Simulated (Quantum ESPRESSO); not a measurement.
# Magnetic state of Fe from several starts

A self-consistent run ends on one state, which hangs on the start. Several orders of Fe are started in Quantum ESPRESSO and their energies compared.

Main program and level: Quantum ESPRESSO 7.5; PBEsol; plane waves with GBRV 1.5 PBEsol potentials, no spin-orbit coupling.

The database entry behind the starting cell differs from later determinations by our own check (about 0.2 % short), so it need not match the best structure at ambient conditions.

## 1. Set-up

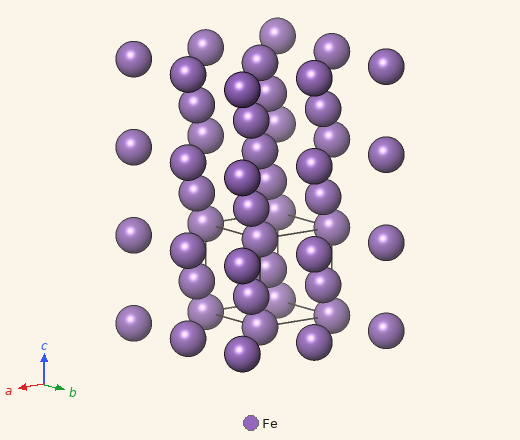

The starting structure, seen from a free direction (iron purple). 2×2×3 cells are drawn. This picture shows the conventional cell, with its axes. Some periodic images of atoms are drawn too.

The cell comes from the Crystallography Open Database.

## 2. Run 1, typed as ferro +

The signs are those of the starting moments on the seeded atoms, the atoms that are given a moment.

File pw.in:

```
&CONTROL
  calculation = 'scf'
  prefix = 'pwscf'
  outdir = './tmp'
  pseudo_dir = './pseudo'
  disk_io = 'nowf'
/
&SYSTEM
  ibrav = 0
  celldm(1) = 8
  nat = 1
  ntyp = 1
  ecutwfc = 40
  ecutrho = 280
  nbnd = 15
  occupations = 'smearing'
  smearing = 'fd'
  degauss = 0.00734986
  nspin = 2
  starting_magnetization(1) = 0.175
/
&ELECTRONS
  conv_thr = 2d-09
  electron_maxstep = 150
  mixing_beta = 0.3
/
ATOMIC_SPECIES
Fe     55.8450 fe_pbesol_v1.5.uspp.F.UPF
CELL_PARAMETERS alat
  -0.3378452365606    0.3378452365606    0.3378452365606
   0.3378452365606   -0.3378452365606    0.3378452365606
   0.3378452365606    0.3378452365606   -0.3378452365606
ATOMIC_POSITIONS crystal
Fe      0.0000000000    0.0000000000    0.0000000000
K_POINTS automatic
22 22 22 0 0 0
```

Command:

```sh
> OMP_NUM_THREADS=1 mpirun -n 4 pw.x -nk 4 -in pw.in > pw.out
```

Output:

```text
Program PWSCF v.7.5 starts

     Message from routine setup:
     using ibrav=0 with symmetry is DISCOURAGED, use correct ibrav instead

     K-points division:     npool     =       4
     Subspace diagonalization in iterative solution of the eigenvalue problem:

     G-vector sticks info
     --------------------
     sticks:   dense  smooth     PW     G-vecs:    dense   smooth      PW
     Sum         467     265    117                 6339     2731     767

     Using Slab Decomposition

     bravais-lattice index     =            0
     lattice parameter (alat)  =       8.0000  a.u.
     unit-cell volume          =      78.9739 (a.u.)^3
     number of atoms/cell      =            1
     number of atomic types    =            1
     number of electrons       =        16.00
     number of Kohn-Sham states=           15
     kinetic-energy cutoff     =      40.0000  Ry
     charge density cutoff     =     280.0000  Ry
     scf convergence threshold =      2.0E-09
     mixing beta               =       0.3000
     number of iterations used =            8  plain     mixing
     Exchange-correlation= SLA  PW   PSX  PSC
                           (   1   4  10   8   0   0   0)

     celldm(1)=   8.000000  celldm(2)=   0.000000  celldm(3)=   0.000000
     celldm(4)=   0.000000  celldm(5)=   0.000000  celldm(6)=   0.000000

     crystal axes: (cart. coord. in units of alat)
               a(1) = (  -0.337845   0.337845   0.337845 )
               a(2) = (   0.337845  -0.337845   0.337845 )
               a(3) = (   0.337845   0.337845  -0.337845 )

     reciprocal axes: (cart. coord. in units 2 pi/alat)
               b(1) = (  0.000000  1.479968  1.479968 )
               b(2) = (  1.479968  0.000000  1.479968 )
               b(3) = (  1.479968  1.479968  0.000000 )

     PseudoPot. # 1 for Fe read from file:
     fe_pbesol_v1.5.uspp.F.UPF
     Pseudo is Ultrasoft + core correction, Zval = 16.0
     Generated by new atomic code, or converted to UPF format
     Using radial grid of  861 points,  6 beta functions with:
                l(1) =   0
                l(2) =   0
                l(3) =   1
                l(4) =   1
                l(5) =   2
                l(6) =   2
     Q(r) pseudized with  8 coefficients,  rinner =    1.000   1.000   1.000
                                                       1.000   1.000

     atomic species   valence    mass     pseudopotential
     Fe               16.00    55.84500     Fe( 1.00)

     Starting magnetic structure
     atomic species   magnetization
     Fe              0.175

     48 Sym. Ops., with inversion, found

   Cartesian axes

     site n.     atom                  positions (alat units)
         1        Fe     tau(   1) = (   0.0000000   0.0000000   0.0000000  )

     number of k points=   328  Fermi-Dirac smearing, width (Ry)=  0.0073

     Number of k-points >= 100: set verbosity='high' to print them.

     Dense  grid:     6339 G-vectors     FFT dimensions: (  25,  25,  25)

     Smooth grid:     2731 G-vectors     FFT dimensions: (  20,  20,  20)

     Check: negative core charge=   -0.000066
     Generating pointlists ...
     new r_m :   0.2414 (alat units)  1.9310 (a.u.) for type    1

     Initial potential from superposition of free atoms

     starting charge      15.0000, renormalised to      16.0000
     Starting wfcs are   13 randomized atomic wfcs +    2 random wfcs

     Self-consistent Calculation

     iteration #  1     ecut=    40.00 Ry     beta= 0.30
     Davidson diagonalization with overlap
     ethr =  1.00E-02,  avg # of iterations =  4.3

     total energy              =    -249.70249132 Ry
     estimated scf accuracy    <       2.41544637 Ry

     total magnetization       =     1.96 Bohr mag/cell
     absolute magnetization    =     1.96 Bohr mag/cell

     iteration #  2     ecut=    40.00 Ry     beta= 0.30
     Davidson diagonalization with overlap
     ethr =  1.00E-02,  avg # of iterations =  1.9

     total energy              =    -250.18409912 Ry
     estimated scf accuracy    <       0.04700762 Ry

     total magnetization       =     2.44 Bohr mag/cell
     absolute magnetization    =     2.47 Bohr mag/cell

     iteration #  3     ecut=    40.00 Ry     beta= 0.30
     Davidson diagonalization with overlap
     ethr =  2.94E-04,  avg # of iterations =  1.5

     total energy              =    -250.19453049 Ry
     estimated scf accuracy    <       0.00333673 Ry

     total magnetization       =     2.34 Bohr mag/cell
     absolute magnetization    =     2.39 Bohr mag/cell

     [... further iterations left out ...]

     iteration #  7     ecut=    40.00 Ry     beta= 0.30
     Davidson diagonalization with overlap
     ethr =  2.35E-07,  avg # of iterations =  1.2

     total energy              =    -250.19552330 Ry
     estimated scf accuracy    <       0.00000041 Ry

     total magnetization       =     2.29 Bohr mag/cell
     absolute magnetization    =     2.40 Bohr mag/cell

     iteration #  8     ecut=    40.00 Ry     beta= 0.30
     Davidson diagonalization with overlap
     ethr =  2.56E-09,  avg # of iterations =  2.0

     total energy              =    -250.19552374 Ry
     estimated scf accuracy    <       0.00000027 Ry

     total magnetization       =     2.29 Bohr mag/cell
     absolute magnetization    =     2.40 Bohr mag/cell

     iteration #  9     ecut=    40.00 Ry     beta= 0.30
     Davidson diagonalization with overlap
     ethr =  1.66E-09,  avg # of iterations =  1.0

     total energy              =    -250.19552363 Ry
     estimated scf accuracy    <       0.00000054 Ry

     total magnetization       =     2.29 Bohr mag/cell
     absolute magnetization    =     2.40 Bohr mag/cell

     iteration # 10     ecut=    40.00 Ry     beta= 0.30
     Davidson diagonalization with overlap
     ethr =  1.66E-09,  avg # of iterations =  1.9

     Magnetic moment per site  (integrated on atomic sphere of radius R)
     atom   1 (R=0.241)  charge= 14.4084  magn=  2.3370

     End of self-consistent calculation

     Number of k-points >= 100: set verbosity='high' to print the bands.

     the Fermi energy is    17.3815 ev

!    total energy              =    -250.19552375 Ry
     estimated scf accuracy    <          1.8E-09 Ry
     smearing contrib. (-TS)   =      -0.00242146 Ry
     internal energy E=F+TS    =    -250.19310229 Ry

     The total energy is F=E-TS. E is the sum of the following terms:
     one-electron contribution =    -116.10829811 Ry
     hartree contribution      =      67.17322899 Ry
     xc contribution           =     -28.90771151 Ry
     ewald contribution        =    -172.35032166 Ry

     total magnetization       =     2.29 Bohr mag/cell
     absolute magnetization    =     2.40 Bohr mag/cell

     convergence has been achieved in  10 iterations

=------------------------------------------------------------------------------=
   JOB DONE.
=------------------------------------------------------------------------------=
```

The job ended after 11 s (4 MPI ranks of Intel Xeon at 2.70GHz, shared host; peak memory 0.28 GiB; 43 s of CPU time).

Spin moment in the atom's sphere by atom:

```tsv
atom	spin moment in the atom's sphere (μB)
Fe1	2.34
```

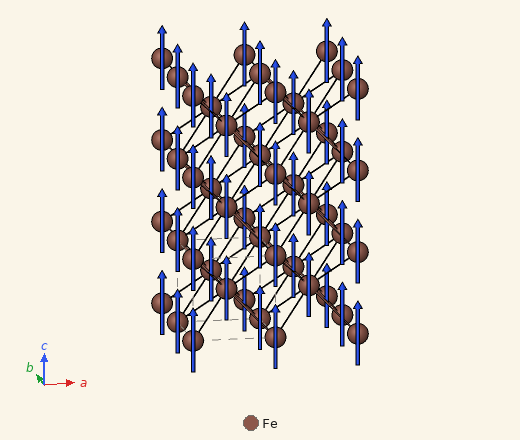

Spin moment in the atom's sphere as arrows, the longest 2.34 μB. Up and down stand for the sign. Arrows give size and sign along the axis of quantisation, drawn up and down the page. 2×2×3 conventional cells are drawn. Some periodic images of atoms are drawn too.

Numbers from this step:

```yaml
smearing_term_ts: 0.03295 eV
magnetization: 2.292 μB
absolute_magnetization: 2.404 μB
final_state: ferromagnetic
```

## 3. Start 2: antiferro q=(1/2,1/2,1/2) +−

This order needs a doubled cell of 2 atoms. The wavevector q is in fractions of the reciprocal vectors of the crystal's primitive cell, as the cells of these inputs are built from it; moments change sign between cells as cos(2π q·R).

File pw.in:

```
&CONTROL
  calculation = 'scf'
  prefix = 'pwscf'
  outdir = './tmp'
  pseudo_dir = './pseudo'
  disk_io = 'nowf'
/
&SYSTEM
  ibrav = 0
  celldm(1) = 8
  nat = 2
  ntyp = 2
  ecutwfc = 40
  ecutrho = 280
  nbnd = 23
  occupations = 'smearing'
  smearing = 'fd'
  degauss = 0.00734986
  nspin = 2
  starting_magnetization(1) = 0.175
  starting_magnetization(2) = -0.175
/
&ELECTRONS
  conv_thr = 4d-09
  electron_maxstep = 150
  mixing_beta = 0.3
/
ATOMIC_SPECIES
Fe1    55.8450 fe_pbesol_v1.5.uspp.F.UPF
Fe2    55.8450 fe_pbesol_v1.5.uspp.F.UPF
CELL_PARAMETERS alat
  -0.6756904731212    0.6756904731212    0.6756904731212
   0.0000000000000    0.0000000000000    0.6756904731212
   0.0000000000000    0.6756904731212    0.0000000000000
ATOMIC_POSITIONS crystal
Fe1     0.0000000000    0.0000000000    0.0000000000
Fe2     0.5000000000    0.0000000000    0.0000000000
K_POINTS automatic
11 22 22 0 0 0
```

Output:

```text
[banner, memory and clock lines left out]
Program PWSCF v.7.5 starts

     Message from routine setup:
     using ibrav=0 with symmetry is DISCOURAGED, use correct ibrav instead

     bravais-lattice index     =            0
     lattice parameter (alat)  =       8.0000  a.u.
     unit-cell volume          =     157.9477 (a.u.)^3
     number of atoms/cell      =            2
     number of atomic types    =            2
     number of electrons       =        32.00
     number of Kohn-Sham states=           23
     kinetic-energy cutoff     =      40.0000  Ry
     charge density cutoff     =     280.0000  Ry
     scf convergence threshold =      4.0E-09
     mixing beta               =       0.3000
     number of iterations used =            8  plain     mixing
     Exchange-correlation= SLA  PW   PSX  PSC
                           (   1   4  10   8   0   0   0)

     celldm(1)=   8.000000  celldm(2)=   0.000000  celldm(3)=   0.000000
     celldm(4)=   0.000000  celldm(5)=   0.000000  celldm(6)=   0.000000

     crystal axes: (cart. coord. in units of alat)
               a(1) = (  -0.675690   0.675690   0.675690 )
               a(2) = (   0.000000   0.000000   0.675690 )
               a(3) = (   0.000000   0.675690   0.000000 )

     reciprocal axes: (cart. coord. in units 2 pi/alat)
               b(1) = ( -1.479968  0.000000  0.000000 )
               b(2) = (  1.479968 -0.000000  1.479968 )
               b(3) = (  1.479968  1.479968 -0.000000 )

     PseudoPot. # 1 for Fe read from file:
     fe_pbesol_v1.5.uspp.F.UPF
     Pseudo is Ultrasoft + core correction, Zval = 16.0

     PseudoPot. # 2 for Fe read from file:
     fe_pbesol_v1.5.uspp.F.UPF
     Pseudo is Ultrasoft + core correction, Zval = 16.0

     atomic species   valence    mass     pseudopotential
     Fe1              16.00    55.84500     Fe( 1.00)
     Fe2              16.00    55.84500     Fe( 1.00)

     Starting magnetic structure
     atomic species   magnetization
     Fe1             0.175
     Fe2            -0.175

     48 Sym. Ops., with inversion, found

   Cartesian axes

     site n.     atom                  positions (alat units)
         1        Fe1    tau(   1) = (   0.0000000   0.0000000   0.0000000  )
         2        Fe2    tau(   2) = (  -0.3378452   0.3378452   0.3378452  )

     number of k points=   182  Fermi-Dirac smearing, width (Ry)=  0.0073

     Number of k-points >= 100: set verbosity='high' to print them.

     Dense  grid:    12533 G-vectors     FFT dimensions: (  50,  30,  30)

     Smooth grid:     5449 G-vectors     FFT dimensions: (  40,  24,  24)

     Check: negative core charge=   -0.000064
     Generating pointlists ...
     new r_m :   0.2414 (alat units)  1.9310 (a.u.) for type    1
     new r_m :   0.2414 (alat units)  1.9310 (a.u.) for type    2

     Initial potential from superposition of free atoms

     starting charge      30.0000, renormalised to      32.0000
     Starting wfcs are   26 randomized atomic wfcs

     Self-consistent Calculation

     iteration #  1     ecut=    40.00 Ry     beta= 0.30
     Davidson diagonalization with overlap
     ethr =  1.00E-02,  avg # of iterations =  3.0

     total energy              =    -499.41837509 Ry
     estimated scf accuracy    <       4.71806774 Ry

     total magnetization       =     0.00 Bohr mag/cell
     absolute magnetization    =     3.62 Bohr mag/cell

     iteration #  2     ecut=    40.00 Ry     beta= 0.30
     Davidson diagonalization with overlap
     ethr =  1.00E-02,  avg # of iterations =  2.0

     total energy              =    -500.31580623 Ry
     estimated scf accuracy    <       0.03606260 Ry

     total magnetization       =     0.00 Bohr mag/cell
     absolute magnetization    =     4.45 Bohr mag/cell

     [... further iterations left out ...]

     iteration # 17     ecut=    40.00 Ry     beta= 0.30
     Davidson diagonalization with overlap
     ethr =  4.00E-11,  avg # of iterations =  2.1

     total energy              =    -500.32604687 Ry
     estimated scf accuracy    <       0.00000002 Ry

     total magnetization       =    -0.00 Bohr mag/cell
     absolute magnetization    =     3.73 Bohr mag/cell

     iteration # 18     ecut=    40.00 Ry     beta= 0.30
     Davidson diagonalization with overlap
     ethr =  4.00E-11,  avg # of iterations =  2.0

     Magnetic moment per site  (integrated on atomic sphere of radius R)
     atom   1 (R=0.241)  charge= 14.4095  magn=  1.7990
     atom   2 (R=0.241)  charge= 14.4095  magn= -1.7991

     End of self-consistent calculation

     Number of k-points >= 100: set verbosity='high' to print the bands.

     the Fermi energy is    17.7154 ev

!    total energy              =    -500.32604688 Ry
     estimated scf accuracy    <          1.8E-09 Ry
     smearing contrib. (-TS)   =      -0.01352309 Ry
     internal energy E=F+TS    =    -500.31252379 Ry

     The total energy is F=E-TS. E is the sum of the following terms:
     one-electron contribution =    -232.06644758 Ry
     hartree contribution      =     134.13188155 Ry
     xc contribution           =     -57.67731445 Ry
     ewald contribution        =    -344.70064332 Ry

     total magnetization       =    -0.00 Bohr mag/cell
     absolute magnetization    =     3.73 Bohr mag/cell

     convergence has been achieved in  18 iterations
```

Run time: 51 s. Hardware: 4 MPI ranks; peak memory 0.37 GiB.

Spin moment in the atom's sphere by atom:

```tsv
atom	spin moment in the atom's sphere (μB)
Fe1	1.80
Fe2	-1.80
```

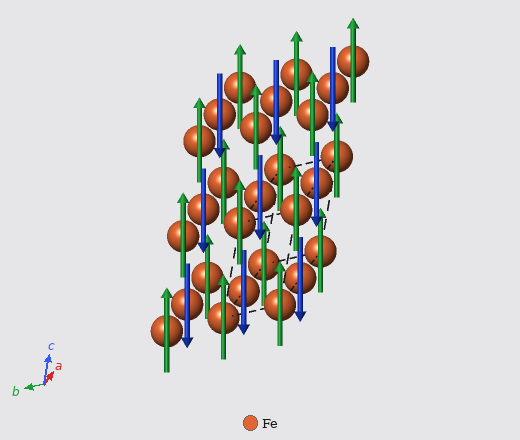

Spin moment in the atom's sphere as arrows, the longest 1.80 μB. Up and down stand for the sign. Arrows give size and sign along the axis of quantisation, drawn up and down the page. The two directions have two colours. 1×2×2 cells are drawn. Some periodic images of atoms are drawn too.

Numbers from this step:

```yaml
smearing_term_ts: 0.1840 eV
magnetization: 0 μB
absolute_magnetization: 3.732 μB
final_state: antiferromagnetic
```

## 4. Start 3: antiferro q=(0,0,1/2) +−

This order needs a doubled cell of 2 atoms.

pw.in, as its differences from that of step 3:

```diff
@@ -31,9 +31,9 @@
 CELL_PARAMETERS alat
-  -0.6756904731212    0.6756904731212    0.6756904731212
-   0.0000000000000    0.0000000000000    0.6756904731212
-   0.0000000000000    0.6756904731212    0.0000000000000
+  -0.3378452365606    0.3378452365606    0.3378452365606
+   0.3378452365606   -0.3378452365606    0.3378452365606
+   0.6756904731212    0.6756904731212   -0.6756904731212
 ATOMIC_POSITIONS crystal
 Fe1     0.0000000000    0.0000000000    0.0000000000
-Fe2     0.5000000000    0.0000000000    0.0000000000
+Fe2     0.0000000000    0.0000000000    0.5000000000
 K_POINTS automatic
-11 22 22 0 0 0
+22 22 11 0 0 0
```

Output:

```text
     [... lines left out ...]
Program PWSCF v.7.5 starts
     [... lines left out ...]
     number of atoms/cell      =            2
     [... lines left out ...]
     number of electrons       =        32.00
     number of Kohn-Sham states=           23
     kinetic-energy cutoff     =      40.0000  Ry
     charge density cutoff     =     280.0000  Ry
     scf convergence threshold =      4.0E-09
     [... lines left out ...]
      8 Sym. Ops., with inversion, found
     [... lines left out ...]
     number of k points=   798  Fermi-Dirac smearing, width (Ry)=  0.0073
     [... lines left out ...]
     iteration # 15     ecut=    40.00 Ry     beta= 0.30
     [... lines left out ...]
     Magnetic moment per site  (integrated on atomic sphere of radius R)
     atom   1 (R=0.241)  charge= 14.4018  magn=  2.1283
     atom   2 (R=0.241)  charge= 14.4018  magn= -2.1284
     [... lines left out ...]
     the Fermi energy is    17.7257 ev
!    total energy              =    -500.35884013 Ry
     estimated scf accuracy    <          7.6E-11 Ry
     smearing contrib. (-TS)   =      -0.00759722 Ry
     [... lines left out ...]
     total magnetization       =    -0.00 Bohr mag/cell
     absolute magnetization    =     4.39 Bohr mag/cell
     convergence has been achieved in  15 iterations
```

The job ended after 1.8 min (4 MPI ranks; peak memory 0.67 GiB).

Spin moment in the atom's sphere by atom:

```tsv
atom	spin moment in the atom's sphere (μB)
Fe1	2.13
Fe2	-2.13
```

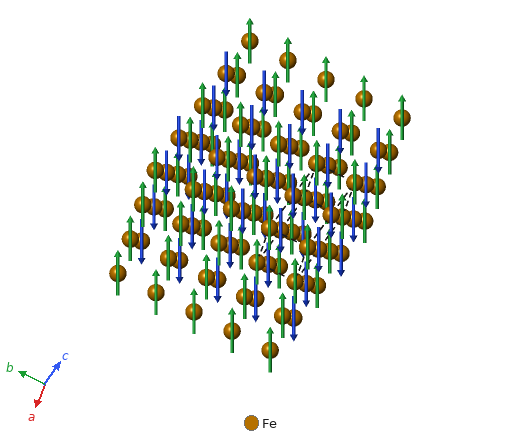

Spin moment in the atom's sphere as arrows, the longest 2.13 μB. Up and down stand for the sign. Arrows give size and sign along the axis of quantisation, drawn up and down the page. The two directions have two colours. 3×4×2 cells are drawn. Some periodic images of atoms are drawn too.

Read from the output:

- smearing term TS: 0.1034 eV
- magnetization: 0 μB
- absolute magnetization: 4.393 μB
- final state: antiferromagnetic

## 5. Energies of the orders

An order is kept where moments of 0.15 μB or more survive with the typed signs; meshes match where a doubled cell samples the same k points as the first cell.

Orders:

```tsv
start	final state	typed order kept	energy over the lowest (meV a seeded atom)	largest site moment (μB)	net moment (μB a cell of the first run)	mesh matched	CPU time (s)
ferro +	ferromagnetic	yes	0	2.337	2.292	yes	42.63
antiferro q=(1/2,1/2,1/2) +-	antiferromagnetic	yes	442.2	1.799	0	yes	201.8
antiferro q=(0,0,1/2) +-	antiferromagnetic	yes	219.1	2.128	0	yes	415.9
```

## 6. Energy mapping

E = −Σ J e·e over ordered pairs of unit vectors, so each pair counts twice. As many shells are taken as there are differences of energy, so the couplings are solved for and no residual tests the model; further shells are folded in, and shells whose pairs keep their relative signs in all orders cancel and are not probed. Couplings from the energies:

```tsv
pair	distance (Å)	neighbours an atom	J (meV)
Fe-Fe	2.477	8	27.64
Fe-Fe	2.86	6	-0.2491
```

## 7. Summary of results

```
lowest state found                                                     : ferromagnetic (from ferro +)
largest site moment                                                    : 2.34 μB
next state with moments                                                : antiferromagnetic, 219 meV a seeded atom higher
J of the weightiest shell (Fe-Fe, 2.48 Å; E = −Σ J e·e, ordered pairs) : 27.6 meV
```

What this shows: The largest moment changes by 23 % between the kept orders, so a model of rigid spins is rough here. Only these 3 starts were compared; other wavevectors, canted and longer-period orders were not. Energies are free energies at an electronic temperature of 1160 K, which lowers moments and differences where the moments are itinerant.

[Logs and program files are shortened in this print: banners, set-up blocks, solver, clock and traceback lines can be left out without a mark of their own.]

[Logs are printed without paths, hosts, clocks, repeated set-up lines and the standing remarks that a program may print on its own settings, such as how far it seeks lower states.]

[Hosts, paths, dates, database ids (printed as entryN), source tags and the programs' standing remarks are cut or masked in the printed files.]

[Where a cell is said to come from a database of computed structures, the database is the Materials Project.]
